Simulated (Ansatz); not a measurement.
Input

```
crystal:
  periodic: [false, false, false]
  atoms:
    - { symbol: Si, position_ang: [-0.286651, 1.468304, 0.315502] }
    - { symbol: Br, position_ang: [0.026726, 1.433283, -1.957376] }
    - { symbol: O, position_ang: [-0.239809, -0.243791, 0.628223] }
    - { symbol: C, position_ang: [0.23744, -1.527709, -0.049834] }
    - { symbol: H, position_ang: [0.384352, -1.238223, -1.096246] }
    - { symbol: H, position_ang: [-1.617205, 2.031103, 0.695755] }
    - { symbol: H, position_ang: [0.86236, 2.189692, 0.960321] }
    - { symbol: H, position_ang: [1.191677, -1.829373, 0.427596] }
    - { symbol: H, position_ang: [-0.559091, -2.283287, 0.07606] }
basis:
  gaussian: { orbitals: def2-SVP }
hamiltonian:
  xc: pbe
  dispersion: d4
relax:
  f_tol: 0.03
  max_steps: 50
output:
  orbitals: {}
```

Launched as:

```sh
ansatz run input.yaml --threads 2 --pin off --max-ram 3072MiB --backend cpu --events-out ev --progress --plain --runs-dir out
```

The fields are those of the relaxed geometry.

Level of theory: Ansatz 0.2.0, RKS PBE-D4/def2-SVP.

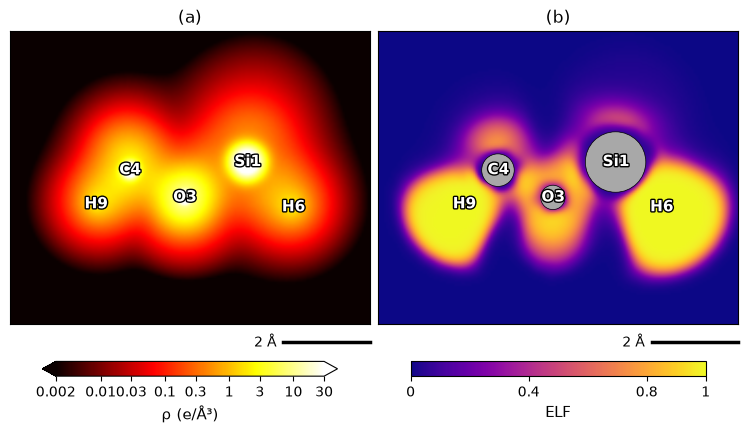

CH$_{5}$BrOSi. (a) total electron density; (b) electron localisation function on the plane of atoms O3, Si1 and H6. Grey discs cover the atomic cores in the ELF map.

What do the fields say about this system?

Answer. Atoms in the plane: Si, O, C and H.
C–O (1.42 Å): the density is about 2 e/Å³ at the midpoint, with its minimum of 1.7 e/Å³ about 0.5 Å from C; the ELF peaks at about 0.90 between the atoms, as expected for a shared but strongly polarised pair.
Si–O (1.67 Å): the density is about 1.1 e/Å³ at the midpoint; the ELF peaks at about 0.85 between the atoms; a polar covalent bond.
C–H (1.11 Å): ρ at the midpoint is about 1.9 e/Å³; the ELF climbs to about 1 towards the hydrogen, as it does in any bond to H (a covalent bond by its length).
Si–H (1.49 Å): ρ at the midpoint is about 0.78 e/Å³; the ELF climbs to about 1 towards the hydrogen.
The ELF also peaks beside O3, away from the bonds: lone-pair regions.
